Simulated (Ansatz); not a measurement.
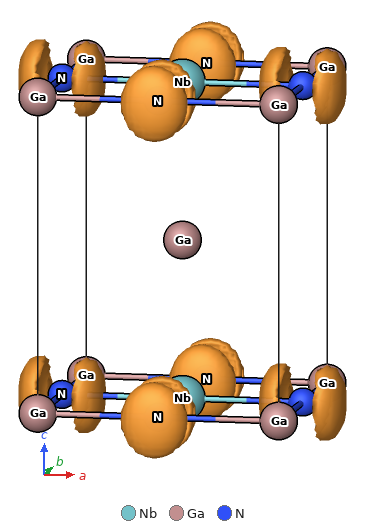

Figure. NbGa2N2. Isosurface of the electron localisation function at 0.8 (orange), seen slightly off an axis. Only the valence region is drawn (cores and ρ < 0.01 e/Å³ removed). Sticks mark near contacts.

Space group P4/mmm; a structure generated by program, which may or may not match a known phase; computed without spin polarisation.

These are results of DFT PBE, scalar-relativistic, plane waves, PAW (Ansatz 0.2.0), not measurements.

Core electrons are frozen (PAW), and the valence fields are smoothed inside the atomic spheres.

> Identify the bonds, lone pairs and shells in this picture.

The ELF exceeds this value in four lobes of the valence shell of N pointing towards Nb, counted in one cell of 5 atoms. Any copies at cell faces, edges or corners count once. Along the contacts the grid gives the following. Nb–N (2.10 Å): the ELF peaks at about 0.85 in the valence shell of N, 0.6 Å from its nucleus, and drops to about 0.20 between the two atoms (no localised pair shows between them). Ga–N (2.10 Å): the ELF peaks at about 0.75 in the valence shell of N, 0.7 Å from its nucleus, and is about 0.30 at the midpoint.
